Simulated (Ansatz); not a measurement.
# Fields on a plane of BiRh (NiAs type)

```yaml
crystal:
  lattice:
    - [4.11118, 0.00000, 0.00000]
    - [-2.05559, 3.56038, 0.00000]
    - [0.00000, 0.00000, 5.63649]
  atoms:
    - { symbol: Bi, position: [0.33333, 0.66667, 0.25000] }
    - { symbol: Bi, position: [0.66667, 0.33333, 0.75000] }
    - { symbol: Rh, position: [0.00000, 0.00000, 0.50000] }
    - { symbol: Rh, position: [0.00000, 0.00000, 0.00000] }
```

The slice is a (1 -1 0 0) plane (indices of the conventional cell) through the point (0.000, 0.000, 0.000) (fractional), spanned by u = [110] and v = [001] in vectors of this cell: u (4.11 Å) and v (5.64 Å, at 90° to u). It covers one period; positions are fractions (u, v).

Atoms on it: Rh at (0.00, 0.50); Rh at (0.00, 0.00).

Calculation: PBEsol (plane waves to 420 eV, PAW, scalar-relativistic; Ansatz, a program for electronic structure). k mesh 13×13×8. Near the nuclei the fields are pseudised (PAW); where an atom keeps semicore shells as valence, they peak there. BiRh is run without spin polarisation. BiRh was relaxed with its symmetry unable to fall. Spin-orbit coupling is left out, though Bi is heavy.

```tsv
v \ u	0.00	0.13	0.27	0.40	0.53	0.67	0.80	0.93
0.90	x	x	7.9	9.8	9.3	9.8	x	x
0.80	5.8	8.6	9.9	6.1	4.4	8.4	9.9	6.7
0.70	5.8	8.6	9.9	6.1	4.4	8.4	9.9	6.7
0.60	x	x	7.9	9.8	9.3	9.8	x	x
0.50	x	x	5.1	11.3	11.5	10.0	x	x
0.40	x	x	7.9	9.8	9.3	9.8	x	x
0.30	5.8	8.6	9.9	6.1	4.4	8.4	9.9	6.7
0.20	5.8	8.6	9.9	6.1	4.4	8.4	9.9	6.7
0.10	x	x	7.9	9.8	9.3	9.8	x	x
0.00	x	x	5.1	11.3	11.5	10.0	x	x
```

Values: electrostatic potential energy of an electron, from the cell's mean, in eV. Points within 1 Å of a nucleus are blanked (x), as the pseudised field means little there. Values under 3 eV are set to 3. The zero, the cell's mean, hangs on the PAW cores.

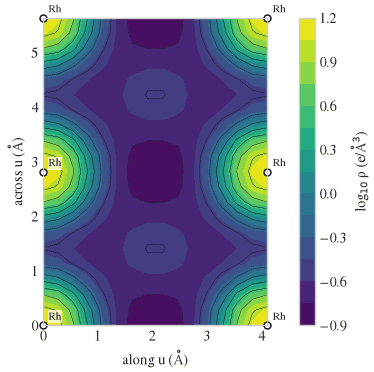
Fig. 1. Log₁₀ of the valence density in e/Å³, one period of the plane, atoms marked. The scale is logarithmic, as a density can span decades between atoms and voids.

| Quantity | Value |
|---|---|
| Density on the Rh–Rh line (2.82 Å) at its midpoint | 0.31 e/Å³ |
| ELF at that point | 0.27 |
